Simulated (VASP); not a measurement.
Band structure of CsCl (CsCl type). All values below come from LDA (Ceperley-Alder, Perdew-Zunger) with spin-orbit coupling, VASP's LDA PAW potentials (set 64) (plane waves; VASP).

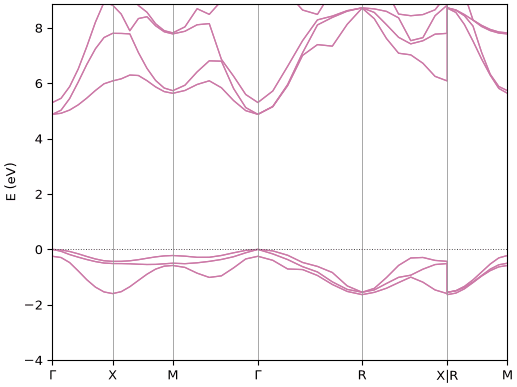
*Bands along high-symmetry lines, zero at the valence-band maximum or, without a gap, the Fermi level*

Question: Read the plot: is there a gap, and where are the band edges?

Answer: The gap is direct, 4.88 eV, from the valence maximum at Γ to the conduction minimum at Γ.

Measured: gap 8.35 eV at 80 K (computed value off by -3.47 eV), as given by Wikipedia, Caesium chloride.

The compound is CsCl in the CsCl type structure. It was relaxed first, which changed the volume by -10 %.
